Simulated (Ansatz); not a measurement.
# MoS3 (built on the sites of a database entry of WO3): following an unstable mode, part 2 of 3

Wanted: the energy along a soft mode of MoS3 (built on the sites of a database entry of WO3) and the structure at the end.

Ansatz 0.2.0; DFT PBEsol, scalar-relativistic, plane waves, PseudoDojo norm-conserving pseudopotentials.

So far, highest frequency on the path or at a solved wavevector (cm⁻¹): step 2 (phonons on a q mesh) 507. Also lowest frequency on the path (cm⁻¹): step 2 -218.

The structure was built from a prototype and need not be the compound's stable phase.

## 5. Energy along the mode, all amplitudes (two of the runs are shown above)

An imaginary frequency means negative curvature, so the energy should fall and then rise again as anharmonic terms take over.

Numbers from this step:

| Item | Value |
| --- | --- |
| depth at the lowest point sampled | 9.59 meV/atom |
| largest atomic shift at that point | 0.22 Å |

Energy from the parent against largest atomic shift:

```
largest atomic shift (Å)  energy from the parent (meV/atom)
                   0.000                                  0
                   0.040                             -0.516
                   0.080                              -1.96
                   0.140                              -5.24
                   0.220                              -9.59
                   0.320                              -8.04
                   0.450                               19.7
```

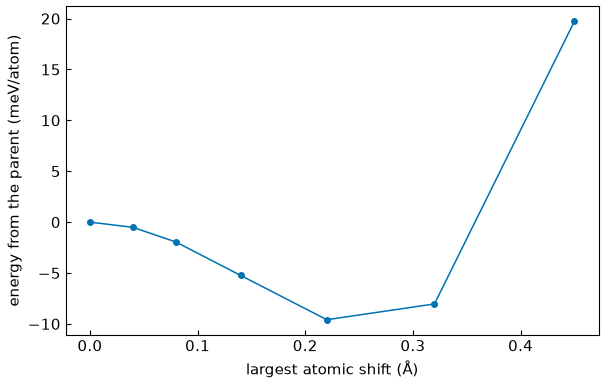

Energy from the parent against largest atomic shift.

Displacement at unit largest shift by atom:

```
atom  x (Å)  y (Å)  z (Å)  size
 Mo1   1.00   0.00   0.00  1.00
 Mo2  -1.00   0.00   0.00  1.00
  S3   0.00   0.00   0.00  0.00
  S4   0.00   0.00   0.00  0.00
  S5   0.00   0.00   0.00  0.00
  S6   0.00   0.00   0.00  0.00
  S7  -0.47   0.00   0.00  0.47
  S8   0.47   0.00   0.00  0.47
```

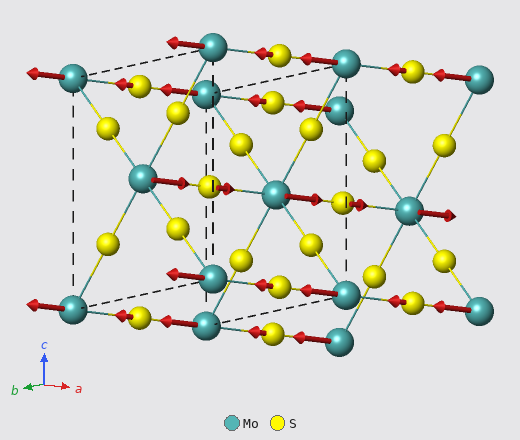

Displacement at unit largest shift as arrows, the longest 1 Å. 2×1×1 cells are drawn. Some periodic images of atoms are drawn too.

The lowest of the steps tried is at 0.22 Å, 9.59 meV/atom below the parent; the bottom of the well need not coincide with a step.

## 6. Relaxing from the distorted cell

Starting from the lowest point found, all atoms and the cell are let go, so that strain and other modes of the same symmetry can join in.

Contents of input.yaml:

```yaml
crystal:
  lattice:
    - [-4.6295550062, 0.0, 0.0]
    - [0.0, -4.6295550062, -4.6295550062]
    - [0.0, -4.6295550062, 4.6295550062]
  atoms:
    - { symbol: Mo, position: [-0.047520766, 1.0, 0.0] }
    - { symbol: Mo, position: [0.047520766, 0.5, 0.5] }
    - { symbol: S, position: [1.0, 0.25, 0.75] }
    - { symbol: S, position: [1.0, 0.75, 0.25] }
    - { symbol: S, position: [0.0, 0.75, 0.75] }
    - { symbol: S, position: [0.0, 0.25, 0.25] }
    - { symbol: S, position: [0.5225570002, 0.5, 0.5] }
    - { symbol: S, position: [0.4774429998, 0.0, 0.0] }
kpoints:
  mp_grid: { grid: [8, 6, 6] }
hamiltonian:
  xc: pbesol
  pseudopotentials: { kind: nc, accuracy: standard }
scf:
  occupations: { method: methfessel_paxton, width: 0.15 }
output:
  forces: true
  stress: true
  eigenvalues: true
  write_density: true
  write_potential: true
  elf: true
  volumetric_format: npy
relax:
  adjacent_minimum: "off"
  f_tol: 0.002
  max_steps: 120
  cell: { stress_tol: 0.03 }
```

The run is started by

```console
ansatz run input.yaml --threads 4 --pin off --max-ram 7168MiB --backend cpu --events-out ev --progress --plain --runs-dir out
```

Numbers of over 12 decimals in the logs are rounded to 6 here.

The log of the run:

```text
[...]
Crystal: 8 atoms, lattice volume = 198.448 Å³
Basis set: ecut = 1088.45545 eV, 16285 PW (Γ), exchange–correlation on 100×144×144 points (8 copies of the dense FFT grid, shifted against one another)
Bands: 40, of which v1, the nominal top of the filled ones, is band 32 counted from 1 (31 counted from 0)
Symmetry: 16 space group operations
[...]
k-points: 50 of 288
[...]
SCF iter   1: F=—  HF=-5625.862579 eV  |F-HF|=—  |Δ(HF+E_count)|=         —  Δρ=6.65e-2  dr2=1.35e1  ethr=3.10e-3  ⟨swp⟩=8.3  Hψ=10361  notcnv=0
[...]
SCF iter   8: F=-5623.513144 eV  HF=-5623.513144 eV  |F-HF|=5.71e-9  |Δ(HF+E_count)|=   5.02e-8  S|Δr|=    0.00e0  Δρ=2.00e-6  dr2=7.96e-9  ethr=1.56e-10  ⟨swp⟩=19.0  Hψ=20112  notcnv=0
SCF 1 converged in 8 iterations: F = -5623.513144 eV  dr2 = 7.96e-9
relax step   1: F+E_penalty+E_count = -5623.51314380 eV  Δ(F+E_penalty+E_count) = +0.000e0 eV  max|allowed force component| = 1.304e-1 eV/Å  Δτ_max = 0.0000 Å  P = +0.074 GPa  Ω = 198.448 Å³  (8 SCF iters, dr2 threshold 1.00e-7 eV, accepted)
Crystal: 8 atoms, lattice volume = 197.946 Å³
Basis set: ecut = 1088.45545 eV, 16213 PW (Γ), exchange–correlation on 100×144×144 points (8 copies of the dense FFT grid, shifted against one another)
[...]
SCF iter   5: F=-5623.534432 eV  HF=-5623.534432 eV  |F-HF|=2.99e-7  |Δ(HF+E_count)|=   2.98e-7  S|Δr|=    0.00e0  Δρ=1.16e-5  dr2=3.73e-7  ethr=1.25e-9  ⟨swp⟩=16.3  Hψ=22630  notcnv=0
SCF 2 converged in 5 iterations: F = -5623.534432 eV  dr2 = 3.73e-7
  Residual-converged pass: ⟨swp⟩=1.0  Hψ=2201  notcnv=0  max |occ|·‖R‖ = 7.1e-9 eV (tolerance 1.0e-8 eV)  dr2=3.73e-7  max |Δocc| = 1.4e-10
relax step   2: F+E_penalty+E_count = -5623.53443171 eV  Δ(F+E_penalty+E_count) = -2.129e-2 eV  max|allowed force component| = 2.755e-1 eV/Å  Δτ_max = 0.0479 Å  P = -0.109 GPa  Ω = 197.946 Å³  energy of the carried Pulay correction = +2.586e-5 eV  (5 SCF iters, dr2 threshold 8.00e-7 eV, accepted)
Crystal: 8 atoms, lattice volume = 197.713 Å³
Basis set: ecut = 1088.45545 eV, 16157 PW (Γ), exchange–correlation on 100×144×144 points (8 copies of the dense FFT grid, shifted against one another)
[...]
SCF iter   4: F=-5623.542108 eV  HF=-5623.542108 eV  |F-HF|=1.84e-7  |Δ(HF+E_count)|=   4.32e-7  S|Δr|=    0.00e0  Δρ=8.63e-6  dr2=2.34e-7  ethr=1.25e-9  ⟨swp⟩=16.2  Hψ=21215  notcnv=0
SCF 3 converged in 4 iterations: F = -5623.542108 eV  dr2 = 2.34e-7
relax step   3: F+E_penalty+E_count = -5623.54210776 eV  Δ(F+E_penalty+E_count) = -7.676e-3 eV  max|allowed force component| = 2.401e-1 eV/Å  Δτ_max = 0.0198 Å  P = -0.026 GPa  Ω = 197.713 Å³  energy of the carried Pulay correction = +3.789e-5 eV  (4 SCF iters, dr2 threshold 8.00e-7 eV, accepted)
[...]
relax step   4: F+E_penalty+E_count = -5623.54912832 eV  Δ(F+E_penalty+E_count) = -7.021e-3 eV  max|allowed force component| = 6.099e-2 eV/Å  Δτ_max = 0.0341 Å  P = -0.066 GPa  Ω = 198.040 Å³  energy of the carried Pulay correction = +2.102e-5 eV  (5 SCF iters, dr2 threshold 8.00e-7 eV, accepted)
[...]
relax step   5: F+E_penalty+E_count = -5623.54946121 eV  Δ(F+E_penalty+E_count) = -3.329e-4 eV  max|allowed force component| = 1.425e-2 eV/Å  Δτ_max = 0.0131 Å  P = +0.084 GPa  Ω = 198.054 Å³  energy of the carried Pulay correction = +2.029e-5 eV  (6 SCF iters, dr2 threshold 2.32e-7 eV, accepted)
[...]
relax step   6: F+E_penalty+E_count = -5623.54960016 eV  Δ(F+E_penalty+E_count) = -1.389e-4 eV  max|allowed force component| = 7.068e-4 eV/Å  Δτ_max = 0.0037 Å  P = +0.006 GPa  Ω = 198.131 Å³  energy of the carried Pulay correction = +1.632e-5 eV  (5 SCF iters, dr2 threshold 3.52e-8 eV, accepted)
Basis set: ecut = 1088.45545 eV, 16181 PW (Γ), exchange–correlation on 108×144×144 points (8 copies of the dense FFT grid, shifted against one another)
[...]
SCF iter   6: F=-5623.549632 eV  HF=-5623.549632 eV  |F-HF|=2.73e-12  |Δ(HF+E_count)|=  8.19e-12  S|Δr|=    0.00e0  Δρ=3.17e-8  dr2=1.87e-12  ethr=1.00e-12  ⟨swp⟩=9.2  Hψ=12507  notcnv=0
SCF 7 converged in 6 iterations: F = -5623.549632 eV  dr2 = 1.87e-12
relax step   7: F+E_penalty+E_count = -5623.54963229 eV  Δ(F+E_penalty+E_count) = -3.214e-5 eV  max|allowed force component| = 7.122e-4 eV/Å  Δτ_max = 0.0000 Å  P = +0.006 GPa  Ω = 198.131 Å³  stress off target by 7.46e-3 GPa  SCF on the basis re-selected at this cell (its energy is not comparable with the rows above)  (6 SCF iters)
basis re-selected at this cell: Δ(F+E_penalty+E_count) = -3.214e-5 eV, ΔP = +0.000 GPa vs the last step (what re-selecting the basis moved, of the pressure what is left beyond the Pulay correction that the steps carried, after the strain that the cell walked since its last selection, with what the two solves' SCF thresholds leave and, on support functions, any second-order correction that the steps lacked; it is no measure of the basis error at this ecutwfc). The dense FFT grid was sized anew with the basis: this SCF ran on 54×72×72 points, the steps before it on 50×72×72, so part of this shift can come from that change (see relax.cell in the input reference). [rest of the remark cut]
SCF converged after 6 iterations
[...]
Free energy (F): -5623.549632 eV
[...]
Internal energy: -5623.542074 eV  (E = F + TS)
E sigma→0 (E₀):  -5623.547743 eV
Entropy (-TS):   -0.007558 eV (-0.945 meV/atom)
Fermi energy:    5.389617 eV
[...]
--- Forces (eV/Å), atoms counted from 1 ---
  atom   1  Mo     0.00071218    -0.00000000     0.00000000
  atom   2  Mo    -0.00071218     0.00000000    -0.00000000
  atom   3  S     -0.00000000     0.00000000    -0.00000000
  atom   4  S      0.00000000     0.00000000    -0.00000000
  atom   5  S      0.00000000    -0.00000000     0.00000000
  atom   6  S      0.00000000     0.00000000    -0.00000000
  atom   7  S      0.00024949     0.00000000    -0.00000000
  atom   8  S     -0.00024949    -0.00000000     0.00000000
  max |Σ_I F_I| component: 7.37e-18 eV/Å
--- Stress (GPa, compression-positive) ---
        0.007461       0.000000       0.000000
        0.000000       0.005864      -0.000000
        0.000000      -0.000000       0.005864
  P = ⅓ Tr σ = 0.0064 GPa (0.064 kbar)
--- Band table (eV; the first three rows and the last of 50) ---
  k-point 0: bands = [... 28 lower, 4.3192, 4.3192, 4.3547, 4.7188, 4.7188, 4.8089, 5.7446, 5.8977, ... 4 higher]
  k-point 1: bands = [... 28 lower, 3.9444, 4.0726, 4.4961, 4.9217, 5.0009, 5.1351, 5.7228, 5.9926, ... 4 higher]
  k-point 2: bands = [... 28 lower, 3.7024, 3.7741, 4.5181, 5.2610, 5.4459, 5.6753, 5.7319, 6.3473, ... 4 higher]
  k-point 49: bands = [... 28 lower, 3.6096, 3.6096, 5.7662, 5.7662, 6.7764, 6.7764, 6.9092, 6.9092, ... 4 higher]
--- Relaxed structure (6 steps of the walk, 6 accepted, 1 SCFs on fresh bases) ---
  F+E_penalty+E_count = -5623.54963229 eV   max|allowed force component| = 7.122e-4 eV/Å   (the final SCF, on the basis selected at the relaxed cell)
  cell:  # Å, volume = 198.1313 Å³
    - [-4.701320, 0, 0]
    - [0, -4.590412, -4.590412]
    - [0, -4.590412, 4.590412]
  atoms:
    - { symbol: Mo, position: [-0.067967, 1.000000, 0.0] }
    - { symbol: Mo, position: [0.067967, 0.500000, 0.500000] }
    - { symbol: S, position: [1.0, 0.250000, 0.750000] }
    - { symbol: S, position: [1.0, 0.750000, 0.250000] }
    - { symbol: S, position: [1.0538614984919344e-18, 0.75, 0.75] }
    - { symbol: S, position: [1.0538614984919346e-18, 0.250000, 0.250000] }
    - { symbol: S, position: [0.533261, 0.500000, 0.500000] }
    - { symbol: S, position: [0.466739, 0, 0] }
```

It took 2.9 min on 4 threads of Arm Neoverse V2, shared host; peak memory 1.8 GiB.

Step by step:

```
step  energy less that of the first step (eV)  largest force component (eV/Å)  pressure (GPa)  volume (Å³)
   1                                   0.0000                          0.1304            0.07       198.45
   2                                  -0.0213                          0.2755           -0.11       197.95
   3                                  -0.0290                          0.2401           -0.03       197.71
   4                                  -0.0360                          0.0610           -0.07       198.04
   5                                  -0.0363                          0.0143            0.08       198.05
   6                                  -0.0365                          0.0007            0.01       198.13
  7*                                  -0.0365                          0.0007            0.01       198.13
```

Relaxation steps marked * repeat the geometry before them on a plane-wave basis chosen anew for their cell, so energy and pressure can jump there.

The run keeps the 16 symmetry operations that it works with, so distortions that break them were not tested.

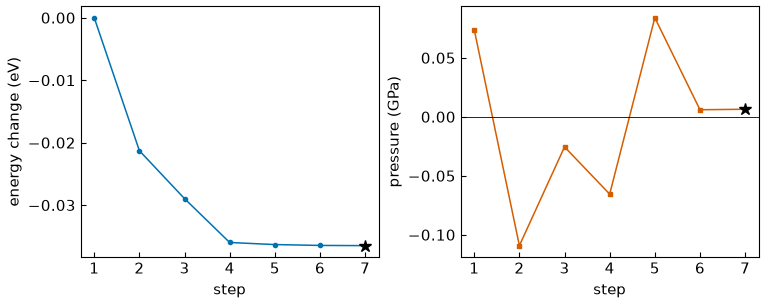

Energy and pressure along the relaxation. Stars mark steps on a basis chosen anew.

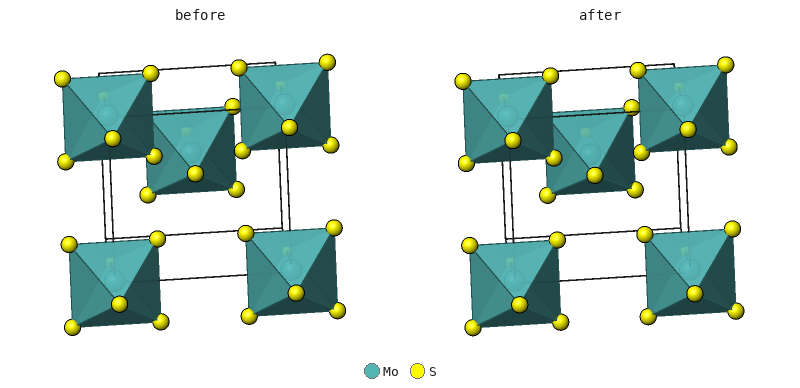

The structure before and after the relaxation, drawn at the same scale.

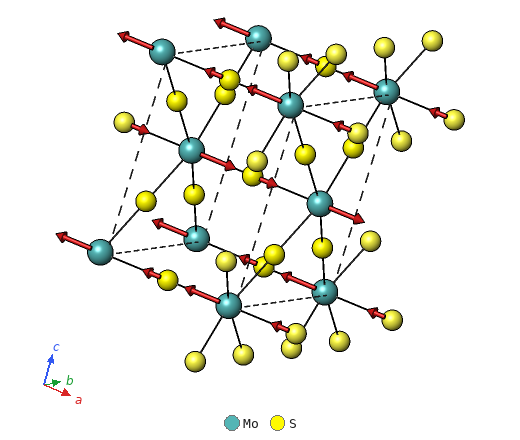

Displacements in the relaxation, exaggerated, measured against the changing cell; the longest in the cell stands for 0.10 Å. Some periodic images of atoms are drawn too.

```
     cell as run  before  after  change
           a (Å)   4.630  4.701  +1.6 %
           b (Å)   6.547  6.492  -0.8 %
           c (Å)   6.547  6.492  -0.8 %
volume (Å³/atom)   24.81  24.77  -0.2 %
```

The atoms that moved most (Å, as changes of fractional coordinates times the final cell):

```
atom      dx     dy     dz  length
 Mo1   0.096  0.000  0.000   0.096
 Mo2  -0.096  0.000  0.000   0.096
  S8   0.050  0.000  0.000   0.050
  S7  -0.050  0.000  0.000   0.050
```

This step gave:

| Item | Value |
| --- | --- |
| pressure | 0.006397 GPa |
| volume per atom | 24.77 Å³ |

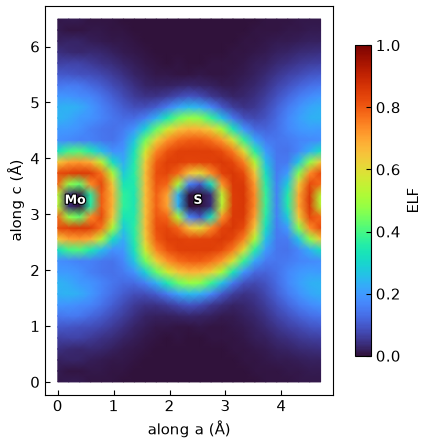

ELF in the ac plane at fractional y = 0.500, with atoms of Mo and S within 0.2 Å of it. It is the smooth field of the valence electrons, not physical close to the nuclei.

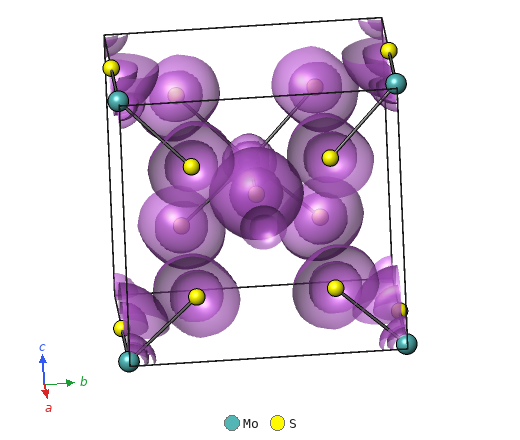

Surface of ELF = 0.79.

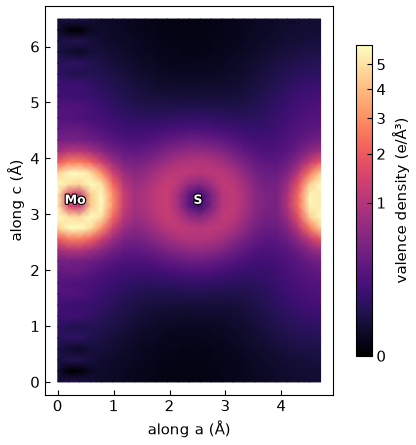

Valence density in the ac plane at fractional y = 0.500, with atoms of Mo and S within 0.2 Å of it. It is the smooth field of the valence electrons, not physical close to the nuclei. The colour scale is stretched toward low values.

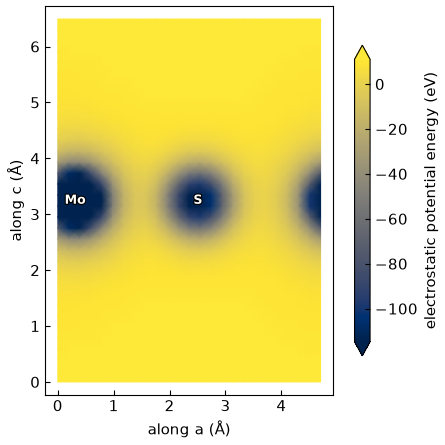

Electrostatic potential energy in the ac plane at fractional y = 0.500, with atoms of Mo and S within 0.2 Å of it. With pseudopotentials it is smooth inside the atoms' cores, unlike the true potential.

The distorted start has space group P4/nmm; the relaxation ends in P4/nmm.

## 7. The new phase in its own primitive cell

The relaxed structure is symmetrised, reduced to its primitive cell and relaxed tightly, as its phonons need.

Contents of input.yaml:

```yaml
crystal:
  lattice:
    - [6.4918230434, 0.0, 0.0]
    - [0.0, 6.4918230434, 0.0]
    - [0.0, 0.0, 4.7013196377]
  atoms:
    - { symbol: Mo, position: [0.0, 0.5, 0.9320334561] }
    - { symbol: Mo, position: [0.5, 0.0, 0.0679665439] }
    - { symbol: S, position: [0.25, 0.25, 0.0] }
    - { symbol: S, position: [0.75, 0.75, 0.0] }
    - { symbol: S, position: [0.75, 0.25, 0.0] }
    - { symbol: S, position: [0.25, 0.75, 0.0] }
    - { symbol: S, position: [0.5, 0.0, 0.5332610176] }
    - { symbol: S, position: [0.0, 0.5, 0.4667389824] }
kpoints:
  mp_grid: { grid: [6, 6, 8] }
hamiltonian:
  xc: pbesol
  pseudopotentials: { kind: nc, accuracy: standard }
scf:
  occupations: { method: methfessel_paxton, width: 0.15 }
output:
  forces: true
  stress: true
  eigenvalues: true
relax:
  adjacent_minimum: "off"
  f_tol: 0.001
  max_steps: 60
  cell: { stress_tol: 0.01 }
```

The log of the run:

```text
[...]
Crystal: 8 atoms, lattice volume = 198.131 Å³
Basis set: ecut = 1088.45545 eV, 16181 PW (Γ), exchange–correlation on 144×144×108 points (8 copies of the dense FFT grid, shifted against one another)
Bands: 40, of which v1, the nominal top of the filled ones, is band 32 counted from 1 (31 counted from 0)
Symmetry: 16 space group operations
[...]
k-points: 50 of 288
[...]
- [0.0, 0.0, 4.7013196377]
  atoms:
    - { symbol: Mo, position: [0.0, 0.500000, 0.9320334561] }
    - { symbol: Mo, position: [0.500000, 0.0, 0.0679665439] }
    - { symbol: S, position: [0.250000, 0.250000, 0.0] }
    - { symbol: S, position: [0.750000, 0.750000, 0.0] }
    - { symbol: S, position: [0.750000, 0.250000, 0.0] }
    - { symbol: S, position: [0.250000, 0.750000, 0.0] }
    - { symbol: S, position: [0.500000, 0.0, 0.5332610176] }
    - { symbol: S, position: [0.0, 0.500000, 0.466739] }
[key lines of the parts left out:]
SCF converged after 7 iterations
Free energy (F): -5623.549632 eV
Fermi energy:    5.389617 eV
P = ⅓ Tr σ = 0.0064 GPa (0.064 kbar)
```

Elapsed: 54 s, on 4 threads; peak memory 1.7 GiB; 3.6 min of CPU time.

Little changed from the start: no atom moved by 0.005 Å and no cell edge by 0.1 %.

The largest force component left is 0.71 meV/Å and the pressure is 0.006 GPa, within the tolerances set. The cell now holds 24.77 Å³/atom.

[end of part 2 of 3]

[Logs are printed without paths, hosts, clocks, repeated set-up lines and the standing remarks that a program may print on its own settings, such as how far it seeks lower states.]

[Hosts, paths, dates, database ids (printed as entryN), source tags and the programs' standing remarks are cut or masked in the printed files.]
